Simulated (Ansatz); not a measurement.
**ClFIIn: atomisation energy, by script**

A script is to give an atomisation energy; the system is ClFIIn.

All numbers are computed with Ansatz 0.2.0 through its Python package. Level of theory: r2SCAN+D4/def2-SVP.

## (1) The system

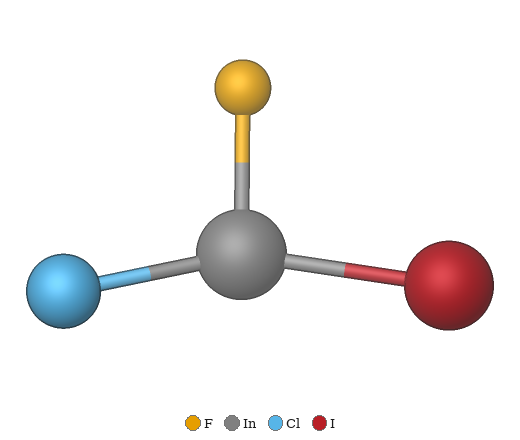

The starting structure, viewed from a chosen angle; fluorine amber, indium grey, chlorine blue, iodine red.

Input file clfiin.xyz:

```xyz
4

F     0.55580    1.21700    1.27460
In   -0.17310   -0.35420   -0.00640
Cl    1.47220   -2.08140    0.30760
I    -1.79940    1.15830   -1.59610
```

## (2) The script

Contents of tae.py:

```python
# -*- coding: utf-8 -*-
"""Atomisation energy of ClFIIn at the given geometry."""

from collections import Counter

import ansatz as az


def energy_of(molecule, charge=0, unpaired=0):
    calc = (
        molecule.calculation()
        .basis(gaussian="def2-SVP")
        .functional("r2SCAN", dispersion="d4")
    )
    if charge:
        calc = calc.charge(charge)
    if unpaired:
        calc = calc.spin("collinear", total=unpaired)
    report = calc.run(threads=1).report
    if report["published_state_doubts"]:
        print("  doubts:", report["published_state_doubts"])
    return report["free_energy_ev"]


def main():
    clfiin = az.Crystal.molecule_from_extxyz("clfiin.xyz")

    # Hund ground states
    unpaired = {"F": 1, "In": 1, "Cl": 1, "I": 1}
    counts = Counter(site.symbol for site in clfiin.cartesian_sites)
    atom_energy = {s: energy_of(az.Crystal.molecule().atom(s, (0, 0, 0)), 0, unpaired[s]) for s in counts}
    whole = energy_of(clfiin, 0, 0)
    for s, e in atom_energy.items():
        print(f"{s:2s} x{counts[s]}  {e:14.5f} eV")
    print(f"ClFIIn: {whole:.5f} eV")
    split = sum(counts[s] * e for s, e in atom_energy.items()) - whole
    print(f"atomisation energy (no zero-point term): {23.060548 * split:.1f} kcal/mol, {split / sum(counts.values()):.3f} eV an atom")


if __name__ == "__main__":
    main()
```

## (3) The calls as engine input

The engine receives this input (first run):

```yaml
crystal:
  periodic: [false, false, false]
  atoms:
    - { symbol: F, position_ang: [0.0, 0.0, 0.0] }
basis:
  gaussian:
    orbitals: def2-SVP
hamiltonian:
  xc: r2scan
  dispersion: d4
magnetization:
  spin_polarized: true
  initial_magnetization: 1.0
```

## (4) Launch

Run with:

```sh
$ python tae.py
```

The log of the run:

```text
F  x1     -2710.22071 eV
In x1     -5174.96998 eV
Cl x1    -12516.14886 eV
I  x1     -8103.16166 eV
ClFIIn: -28513.97532 eV
atomisation energy (no zero-point term): 218.5 kcal/mol, 2.369 eV an atom
```

Wall time 12 s (1 thread of Arm Neoverse V1, shared host); peak memory 0.2 GiB.

## (5) What changed from run to run

The engine's inputs for some of the other runs:

Run 2, against run 1:

```diff
@@ -4 +4 @@
-    - { symbol: F, position_ang: [0.0, 0.0, 0.0] }
+    - { symbol: In, position_ang: [0.0, 0.0, 0.0] }
```

Run 3, against run 1:

```diff
@@ -4 +4 @@
-    - { symbol: F, position_ang: [0.0, 0.0, 0.0] }
+    - { symbol: Cl, position_ang: [0.0, 0.0, 0.0] }
```

Run 5, against run 1:

```diff
@@ -4 +4,4 @@
-    - { symbol: F, position_ang: [0.0, 0.0, 0.0] }
+    - { symbol: F, position_ang: [0.5558, 1.217, 1.2746] }
+    - { symbol: In, position_ang: [-0.1731, -0.3542, -0.0064] }
+    - { symbol: Cl, position_ang: [1.4722, -2.0814, 0.3076] }
+    - { symbol: I, position_ang: [-1.7994, 1.1583, -1.5961] }
@@ -11,3 +13,0 @@
-magnetization:
-  spin_polarized: true
-  initial_magnetization: 1.0
```

## (6) The runs side by side

From the records of these 5 runs:

```tsv
run	system	unpaired or total moment	energy (eV)	<S²>	SCF cycles	CPU time (s)
1	F	1	-2710.2207	0.75	11	0.47
2	In	1	-5174.9700	0.75	37	2.5
3	Cl	1	-12516.1489	0.75	23	0.89
4	I	1	-8103.1617	0.75	30	1.9
5	ClFIIn	not set	-28513.9753	0.00	16	6.2
```

Totals carry meaning only in balanced differences at one level of theory.

## (7) What came out

| quantity | value |
| --- | --- |
| atomisation energy, no zero point | 218.5 kcal/mol |
| runs compared | 5 |

**Reading.** Zero-point motion and spin-orbit terms of the atoms are left out, and both would lower it. 218.5 kcal/mol from the electronic energies, without the zero-point term. What to keep in mind:
- The geometry is a force-field or estimated start, not a minimum of this method, and the basis set is short of its limit. All parts are taken at fixed geometry, without zero-point energy.
- def2 sets replace the cores of elements past krypton by effective core potentials.
- The spin-orbit lowering of heavy atoms is left out.
